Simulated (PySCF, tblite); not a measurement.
# C5H12B2O2: geometry, infrared bands and NMR shifts

Wanted: the infrared bands and NMR shifts of C5H12B2O2 (`BOB[C@@H]1CC[C@H]1OC`), by calculation.

The runs use tblite 0.8.0 and PySCF 2.14.0, with density-fitted response routines of our own; the level of theory stands in each step. All values are computed, except where a source is named. Atoms are numbered from 0 throughout.

### Step 1. Starting geometry

21 atoms, charge 0, multiplicity 1; geometry from: force field or distance geometry start.

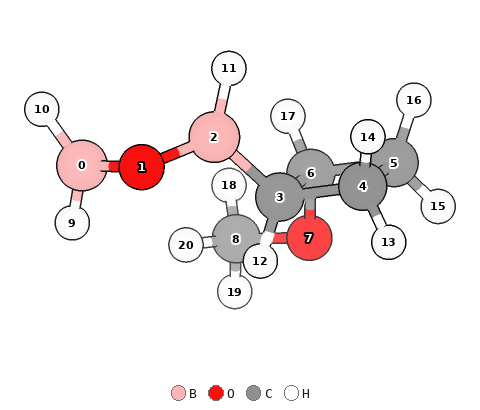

As it starts; boron pink, oxygen red, carbon grey, hydrogen white, atoms numbered; sticks join atoms by distance.

### Step 2. Relaxing the molecule with GFN2-xTB

Job settings and geometry (Å):

```
{"job": {"kind": "relax", "xc": "GFN2-xTB", "basis": "xTB"}, "charge": 0, "multiplicity": 1}
B      3.059300     0.376800     0.538500
O      2.481600    -0.943400     0.774500
B      1.375600    -1.081300    -0.145500
C     -0.126300    -0.714100     0.312900
C     -1.130700    -1.851400     0.104100
C     -1.898800    -0.975100    -0.891000
C     -0.889200     0.158900    -0.679900
O     -1.503000     1.266900    -0.046400
C     -0.614600     2.352200    -0.047900
H      2.680800     1.304400     1.181100
H      3.927400     0.514100    -0.240100
H      1.545400    -1.539500    -1.222400
H     -0.168400    -0.330900     1.373200
H     -1.720500    -2.072600     1.006800
H     -0.713300    -2.751300    -0.386000
H     -2.922300    -0.729700    -0.520900
H     -1.863200    -1.376200    -1.920500
H     -0.354000     0.393400    -1.625800
H     -0.408300     2.702000    -1.079800
H     -1.090400     3.199400     0.499500
H      0.324100     2.114400     0.483500
```

Launch:

```sh
> OMP_NUM_THREADS=1 python probes_run.py task.json out
```

The driver reads the jobs from task.json and runs them one after another.

What it wrote:

```text
step      E/eV     max force
  0    -746.40516    3.912
  1    -746.82543    2.489
  2    -746.99829    1.716
  3    -747.05280    0.770
  4    -747.11406    0.508
  5    -747.13382    0.504
  6    -747.18690    0.390
  7    -747.20971    0.405
  8    -747.23926    0.477
  9    -747.26591    0.495
 10    -747.30496    0.420
 11    -747.34970    0.432
 12    -747.39468    0.489
 13    -747.43112    0.429
 14    -747.46418    0.417
 15    -747.48922    0.315
 16    -747.50415    0.243
 17    -747.51447    0.347
 18    -747.52204    0.327
 19    -747.53159    0.207
 20    -747.54237    0.192
 21    -747.54985    0.162
 22    -747.55747    0.224
 23    -747.56651    0.295
 24    -747.57983    0.311
 25    -747.60119    0.447
 26    -747.63204    0.548
 27    -747.67578    0.606
 28    -747.73810    0.732
 29    -747.57024    2.578
 30    -747.84830    0.553
 31    -747.88178    0.413
 32    -747.97299    0.519
 33    -748.00387    0.534
 34    -748.03707    0.647
 35    -748.06596    0.400
 36    -748.08273    0.304
 37    -748.10329    0.237
 38    -748.11378    0.255
 39    -748.13322    0.360
 40    -748.14686    0.273
 41    -748.15868    0.239
 42    -748.16827    0.256
 43    -748.17788    0.266
 44    -748.18877    0.218
 45    -748.19727    0.204
 46    -748.20308    0.147
 47    -748.20704    0.162
 48    -748.21185    0.169
 49    -748.21821    0.173
 50    -748.22452    0.180
 51    -748.22939    0.170
 52    -748.23348    0.141
 53    -748.23754    0.149
 54    -748.24132    0.133
 55    -748.24369    0.109
 56    -748.24508    0.092
 57    -748.24619    0.073
 58    -748.24777    0.083
 59    -748.24907    0.088
 60    -748.25041    0.092
 61    -748.25165    0.108
 62    -748.25312    0.128
 63    -748.25480    0.131
 64    -748.25646    0.102
 65    -748.25791    0.111
 66    -748.25936    0.121
 67    -748.26106    0.111
 68    -748.26290    0.080
 69    -748.26438    0.070
 70    -748.26519    0.050
 71    -748.26566    0.046
 72    -748.26615    0.056
 73    -748.26666    0.054
 74    -748.26706    0.048
 75    -748.26734    0.043
 76    -748.26760    0.034
 77    -748.26791    0.036
 78    -748.26820    0.027
 79    -748.26839    0.027
 80    -748.26861    0.034
 81    -748.26888    0.036
 82    -748.26923    0.038
 83    -748.26958    0.035
 84    -748.26990    0.041
 85    -748.27022    0.041
 86    -748.27055    0.036
 87    -748.27091    0.039
 88    -748.27137    0.048
 89    -748.27208    0.065
 90    -748.27312    0.087
 91    -748.27434    0.086
 92    -748.27539    0.062
 93    -748.27606    0.050
 94    -748.27658    0.050
 95    -748.27718    0.057
 96    -748.27774    0.057
 97    -748.27820    0.058
 98    -748.27862    0.044
 99    -748.27906    0.046
100    -748.27941    0.047
101    -748.27962    0.025
102    -748.27971    0.021
103    -748.27979    0.021
104    -748.27992    0.027
105    -748.28013    0.031
106    -748.28039    0.031
107    -748.28063    0.033
108    -748.28083    0.036
109    -748.28104    0.037
110    -748.28138    0.048
111    -748.28194    0.058
112    -748.28262    0.055
113    -748.28316    0.038
114    -748.28356    0.041
115    -748.28388    0.035
116    -748.28414    0.030
117    -748.28437    0.024
118    -748.28455    0.029
119    -748.28468    0.028
120    -748.28482    0.032
121    -748.28497    0.028
122    -748.28514    0.028
123    -748.28531    0.032
124    -748.28548    0.031
125    -748.28565    0.033
126    -748.28581    0.028
127    -748.28593    0.025
128    -748.28604    0.023
129    -748.28613    0.023
130    -748.28623    0.020
131    -748.28631    0.020
132    -748.28639    0.017
133    -748.28643    0.014
134    -748.28646    0.012
135    -748.28649    0.016
136    -748.28652    0.016
137    -748.28658    0.023
138    -748.28669    0.025
139    -748.28684    0.031
140    -748.28702    0.042
141    -748.28719    0.036
142    -748.28734    0.027
143    -748.28747    0.026
144    -748.28761    0.026
145    -748.28773    0.028
146    -748.28782    0.020
147    -748.28789    0.022
148    -748.28795    0.021
149    -748.28802    0.016
150    -748.28806    0.010
```

It took 1 s on 1 thread of Arm Neoverse V2, shared host; peak memory 0.18 GiB.

Relaxation path: (not every step is listed)

```
step  energy from step 0 (eV)  largest force (eV/Å)
   0                   0.0000                3.9121
   1                  -0.4203                2.4895
   2                  -0.5931                1.7158
   3                  -0.6476                0.7699
   4                  -0.7089                0.5076
   5                  -0.7287                0.5042
   6                  -0.7817                0.3903
   7                  -0.8045                0.4047
   8                  -0.8341                0.4767
  21                  -1.1447                0.1621
  34                  -1.6319                0.6467
  47                  -1.8019                0.1623
  60                  -1.8452                0.0918
  73                  -1.8615                0.0538
  86                  -1.8654                0.0364
  99                  -1.8739                0.0457
 112                  -1.8775                0.0551
 125                  -1.8805                0.0327
 138                  -1.8815                0.0255
 145                  -1.8826                0.0283
 146                  -1.8827                0.0200
 147                  -1.8827                0.0218
 148                  -1.8828                0.0207
 149                  -1.8829                0.0164
 150                  -1.8829                0.0099
```

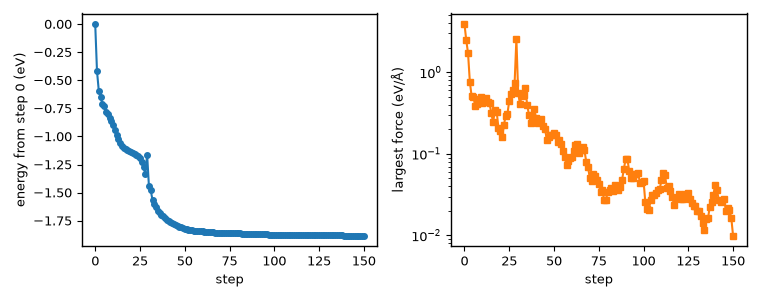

Energy and largest force along the relaxation.

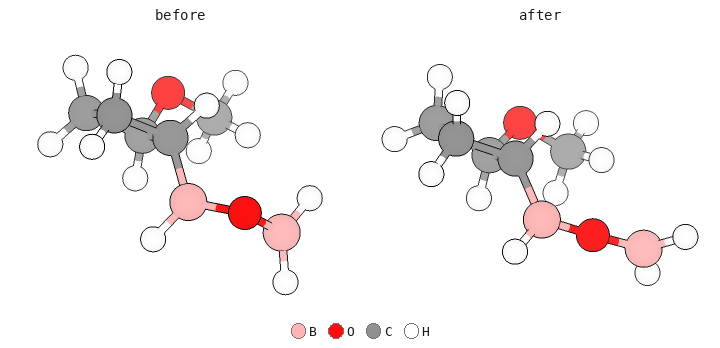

The geometry before (left) and after (right).

Close pairs (by a distance rule), those that changed most:

```
  bond  before (Å)  after (Å)  change (Å)
 B0–O1       1.460      1.296      -0.164
 O1–B2       1.445      1.300      -0.146
 C3–C6       1.526      1.563      +0.037
C3–H12       1.128      1.093      -0.035
C5–H15       1.116      1.087      -0.028
C8–H19       1.115      1.089      -0.026
C4–H14       1.106      1.088      -0.018
C5–H16       1.105      1.087      -0.018
```

The end geometry stands in the next job.

### Step 3. Harmonic vibrations with GFN2-xTB

Job settings and geometry (Å):

```
{"job": {"kind": "ir", "xc": "GFN2-xTB", "basis": "xTB"}, "charge": 0, "multiplicity": 1}
B      3.040199     0.751640     0.637137
O      2.223124    -0.194929     0.295552
B      1.352794    -1.100249    -0.039388
C     -0.198597    -0.868524     0.263283
C     -1.226261    -1.970942    -0.070985
C     -2.119768    -0.933164    -0.762429
C     -0.971532     0.080781    -0.708859
O     -1.364910     1.331843    -0.213818
C     -0.333025     2.282905    -0.169648
H      3.555865     0.721226     1.698258
H      3.264297     1.628096    -0.122506
H      1.724988    -2.072229    -0.599003
H     -0.357743    -0.498112     1.279367
H     -1.666257    -2.484644     0.780575
H     -0.829013    -2.709810    -0.763865
H     -2.948148    -0.599312    -0.142440
H     -2.488708    -1.185249    -1.753839
H     -0.453613     0.202607    -1.671977
H      0.114021     2.427592    -1.161603
H     -0.785914     3.215435     0.163202
H      0.459283     1.991983     0.530759
```

What it wrote:

```text
mode    cm-1     km/mol
  1     -15.2      0.11
  2      69.1      1.03
  3      89.7      3.10
  4     116.6      0.82
  5     169.0      0.81
  6     185.9      0.22
  7     201.3      0.37
  8     260.9      4.71
  9     280.8      1.81
 10     377.8      1.55
 11     429.3      3.09
 12     447.4      3.89
 13     463.9     10.08
 14     661.1      2.50
 15     753.8     33.46
 16     821.0     36.69
 17     828.8      3.02
 18     880.4     99.02
 19     949.9      9.01
 20     950.6     41.12
 21     993.4      4.83
 22    1011.1     54.06
 23    1020.7      3.49
 24    1032.2     19.70
 25    1043.5     31.07
 26    1086.4      9.84
 27    1088.3     17.16
 28    1129.0     24.09
 29    1133.8     18.43
 30    1148.5    112.92
 31    1160.0     12.09
 32    1184.5      4.82
 33    1208.4     48.26
 34    1229.5     13.52
 35    1235.5     13.06
 36    1249.7      2.86
 37    1254.2      5.38
 38    1290.4     18.08
 39    1330.9     40.07
 40    1407.9      0.84
 41    1463.5      0.38
 42    1470.1      4.62
 43    1487.2      0.28
 44    1492.4      3.93
 45    1619.8    263.99
 46    2523.8    197.89
 47    2532.1    137.92
 48    2544.7    180.91
 49    2844.7     73.46
 50    2894.0     56.21
 51    2918.4     42.56
 52    2954.5     27.96
 53    3002.6     16.01
 54    3014.2     61.73
 55    3018.3     60.49
 56    3020.3     22.50
 57    3032.8     35.76
```

Wall time 0.69 s (1 thread of Arm Neoverse V2, shared host); peak memory 0.18 GiB.

The strongest bands and the atoms that carry them (share of the mass-weighted mode):

```
cm⁻¹  km/mol                       atoms
 880    99.0  H10 37 %, H9 36 %, B0 26 %
1148   112.9           H11 16 %, B2 13 %
1620   264.0   O1 58 %, B0 21 %, B2 20 %
2524   197.9                    H11 88 %
2532   137.9                    H10 83 %
2545   180.9                     H9 84 %
2845    73.5                    H17 93 %
3014    61.7          H16 51 %, H13 40 %
```

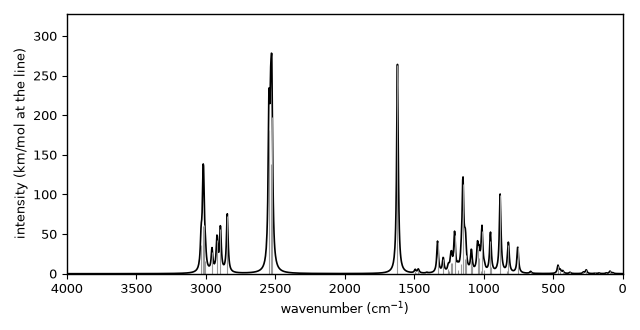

The infrared spectrum from these modes, unscaled. Lines are broadened to a width of 14 cm⁻¹ (Lorentzian).

### Step 4. NMR shieldings: PBE0/pcSseg-1

Settings changed since step 3:

```diff
@@ -1,2 +1,2 @@
-{"job": {"kind": "ir", "xc": "GFN2-xTB", "basis": "xTB"}, "charge": 0, "multiplicity": 1}
+{"job": {"kind": "nmr", "xc": "PBE0", "basis": "pcSseg-1"}, "charge": 0, "multiplicity": 1}
 B      3.040199     0.751640     0.637137
```

Method: GIAO PBE0/pcSseg-1 NMR shielding, non-relativistic, gas phase.

What it wrote:

```text
coarse grid: 17216 points
cycle   1  E = -397.2111437827  dE =  1.211e+00  |g| = 7.791e-01  |ddm| = 3.975e+00
cycle   2  E = -397.0697216744  dE =  1.414e-01  |g| = 1.184e+00  |ddm| = 1.432e+00
cycle   3  E = -397.3246946286  dE = -2.550e-01  |g| = 1.155e-01  |ddm| = 9.128e-01
cycle   4  E = -397.3268985793  dE = -2.204e-03  |g| = 5.142e-02  |ddm| = 1.117e-01
cycle   5  E = -397.3274702031  dE = -5.716e-04  |g| = 8.912e-03  |ddm| = 4.312e-02
cycle   6  E = -397.3274830723  dE = -1.287e-05  |g| = 4.217e-03  |ddm| = 9.833e-03
cycle   7  E = -397.3274863478  dE = -3.275e-06  |g| = 6.863e-04  |ddm| = 3.191e-03
final grid: 165336 points
cycle   8  E = -397.4041976335  dE = -5.937e-05  |g| = 1.505e-02  |ddm| = 3.671e-02
cycle   9  E = -397.4041447209  dE =  5.291e-05  |g| = 2.293e-02  |ddm| = 2.404e-02
cycle  10  E = -397.4042420097  dE = -9.729e-05  |g| = 1.626e-03  |ddm| = 1.492e-02
cycle  11  E = -397.4042426207  dE = -6.110e-07  |g| = 3.375e-04  |ddm| = 1.671e-03
cycle  12  E = -397.4042426416  dE = -2.092e-08  |g| = 1.053e-04  |ddm| = 3.076e-04
cycle  13  E = -397.4042426435  dE = -1.944e-09  |g| = 5.354e-05  |ddm| = 1.002e-04
cycle  14  E = -397.4042426441  dE = -5.199e-10  |g| = 8.409e-06  |ddm| = 4.193e-05
converged SCF energy = -397.4042426441

GIAO shielding tensors (ppm)
atom      isotropic    diamagn.    paramagn.     s11        s22        s33       span
  0 B       61.047     195.720    -134.673     15.203     55.848    112.090     96.887
  1 O       12.039     389.931    -377.892   -127.663     46.200    117.579    245.242
  2 B       57.076     195.195    -138.119      9.221     62.629     99.378     90.157
  3 C      144.570     255.114    -110.544    125.840    142.212    165.658     39.818
  4 C      170.696     250.669     -79.973    157.983    171.632    182.472     24.489
  5 C      155.221     253.087     -97.866    137.291    147.983    180.387     43.096
  6 C      108.869     246.831    -137.963     79.035     93.745    153.826     74.791
  7 O      277.901     396.077    -118.176    250.122    262.419    321.163     71.042
  8 C      127.526     247.596    -120.071     95.921    106.234    180.423     84.502
  9 H       26.342      29.490      -3.148     25.597     26.058     27.371      1.774
 10 H       26.323      30.774      -4.451     25.301     25.821     27.846      2.545
 11 H       26.162      29.791      -3.629     24.212     24.793     29.481      5.269
 12 H       29.790      34.479      -4.688     27.115     30.114     32.142      5.027
 13 H       29.762      30.009      -0.247     25.946     26.869     36.471     10.525
 14 H       29.838      31.179      -1.342     26.985     27.240     35.289      8.304
 15 H       29.332      31.183      -1.851     26.387     28.160     33.449      7.061
 16 H       29.268      30.259      -0.990     25.640     26.700     35.465      9.825
 17 H       28.089      33.318      -5.229     25.517     28.535     30.216      4.699
 18 H       28.767      31.054      -2.287     25.072     26.663     34.565      9.493
 19 H       27.925      29.331      -1.406     23.651     25.822     34.300     10.650
 20 H       28.495      33.765      -5.270     24.612     27.225     33.647      9.036
```

Run time: 40 s. Hardware: 1 thread of Arm Neoverse V2, shared host; peak memory 0.95 GiB.

Shifts follow as δ = σ(reference) − σ, with reference shieldings (ppm) from runs at the same level and on the same kind of geometry: 1H TMS 31.72, 13C TMS 186.9, 17O H2O 336.1, 11B BF3·OEt2 100.1. The references are single molecules in the gas phase, so shifts against H2O, NH3, PH3, H3PO4 or CFCl3 are not on the usual liquid scales and can be off by tens of ppm. Atoms listed in one row are averaged.

```
        atoms                              environment  σ (ppm)  δ (ppm)  δ scaled to CDCl3
           C6                       sp3 CH bonded to O    108.9     78.1               74.3
           C8                methyl carbon bonded to O    127.5     59.4               56.1
           C3                       sp3 CH bonded to B    144.6     42.4               39.4
           C5                        sp3 CH2 in a ring    155.2     31.7               29.0
           C4                        sp3 CH2 in a ring    170.7     16.2               13.9
          H11       hydrogen on a boron bonded to C, O    26.16     5.55                  –
      H9, H10          hydrogen on a boron bonded to O    26.33     5.38                  –
          H17        hydrogen on an sp3 CH bonded to O    28.09     3.63               3.53
H18, H19, H20  hydrogen on a methyl carbon bonded to O    28.40     3.32               3.24
          H16         hydrogen on an sp3 CH2 in a ring    29.27     2.45               2.41
          H15         hydrogen on an sp3 CH2 in a ring    29.33     2.38               2.35
          H13         hydrogen on an sp3 CH2 in a ring    29.76     1.96               1.95
          H12        hydrogen on an sp3 CH bonded to B    29.79     1.93               1.92
          H14         hydrogen on an sp3 CH2 in a ring    29.84     1.88               1.88
           B2                  boron bonded to C, O, H     57.1     43.0                  –
           B0                   boron bonded to O, 2 H     61.0     39.0                  –
           O1                     oxygen bonded to 2 B     12.0    324.0                  –
           O7                             ether oxygen    277.9     58.2                  –
```

The scaled column applies a straight-line fit of computed shieldings to shifts measured in CDCl3 (root-mean-square error 0.16 ppm for H, 1.9 ppm for C).

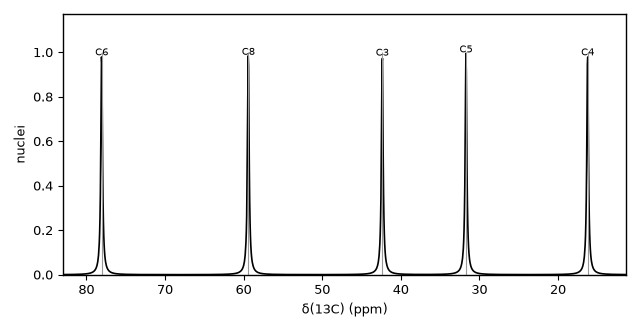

13C lines at the computed shifts, without couplings. Lines are broadened to a width of 0.25 ppm (Lorentzian).

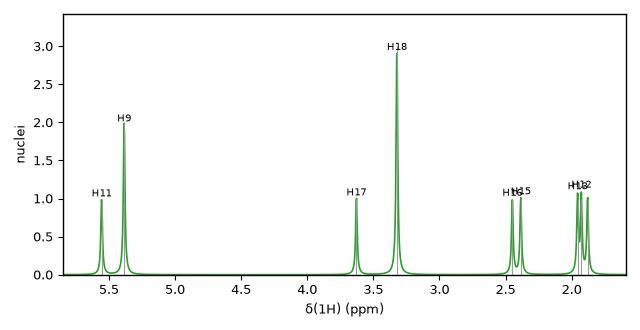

1H lines at the computed shifts, without couplings. Lines are broadened to a width of 0.01 ppm (Lorentzian).

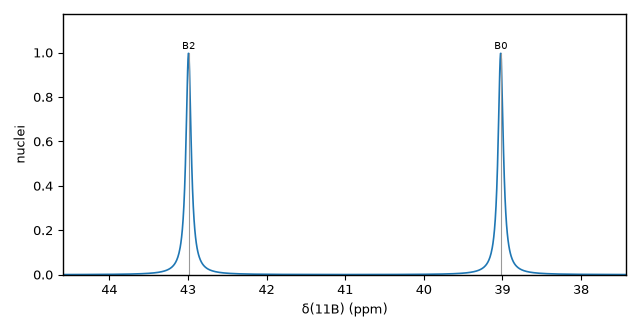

11B lines at the computed shifts, without couplings. Lines are broadened to a width of 0.08 ppm (Lorentzian).

The run also stored atomic charges by several schemes (e):

```
atoms  Mulliken    IAO  Hirshfeld  ESP fit
   B0      0.22   0.15       0.18     0.28
   O1     -0.32  -0.30      -0.15    -0.05
   B2      0.47   0.27       0.20     0.00
   C3     -0.43  -0.30      -0.11     0.02
   C4     -0.17  -0.26      -0.07    -0.08
   C5     -0.15  -0.27      -0.08    -0.21
   C6      0.03   0.11       0.05     0.25
   O7     -0.49  -0.38      -0.14    -0.42
   C8     -0.03  -0.20      -0.04    -0.02
```

ESP fit charges:

B0 0.28; O1 -0.05; B2 0.00; C3 0.02; C4 -0.08; C5 -0.21; C6 0.25; O7 -0.42; C8 -0.02; H9 -0.12; H10 -0.12; H11 -0.05; H12 0.05; H13 0.03; H14 0.04; H15 0.09; H16 0.06; H17 0.05; H18 0.04; H19 0.10; H20 0.04

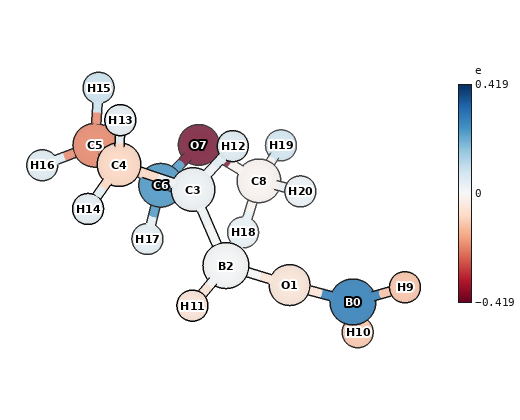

ESP fit charges, as colours on the atoms.

Mayer bond orders: B0–O1 1.22, O1–B2 1.17, B2–C3 0.92, C3–C4 1.04, C4–C5 1.06, C5–C6 1.03, C6–O7 0.92, O7–C8 0.94, C6–C3 0.98.

Ring of atoms C3, C4, C5, C6: NICS(0) -0.7, NICS(1) -0.8, NICS(1)zz 3.9 ppm (means of both faces).

### Step 5. What came out

| quantity | value |
| --- | --- |
| strongest single infrared mode (GFN2-xTB) | 1620 cm⁻¹, 264 km/mol |
| zero-point energy (GFN2-xTB) | 105.8 kcal/mol |
| 13C shifts against TMS (PBE0/pcSseg-1) | 78.1, 59.4, 42.4, 31.7, 16.2 ppm |
| 1H shifts against TMS (PBE0/pcSseg-1, means over atoms taken as alike) | 5.55, 5.38, 3.63, 3.32, 2.45, 2.38, 1.96, 1.93, 1.88 ppm |
| 11B shifts against BF3·OEt2 (PBE0/pcSseg-1) | 43.0, 39.0 ppm |
| 17O shifts against H2O (PBE0/pcSseg-1) | 324.0, 58.2 ppm |

**Reading.** The optimisation took 150 steps and gained 1.883 eV; among the close pairs (by a distance rule), B0–O1 changed most, from 1.460 to 1.296 Å. The lowest mode is slightly imaginary (15i cm⁻¹), a soft motion within the noise of the Hessian, so the minimum is not strictly shown. The strongest single mode, at 1620 cm⁻¹, moves mainly O1. GFN2-xTB is a fitted tight-binding method: band positions and strengths are rough. Its intensities can rank the bands wrongly. At PBE0/pcSseg-1: The widest tensor belongs to O1: span 245 ppm, with a paramagnetic part of -378 ppm.
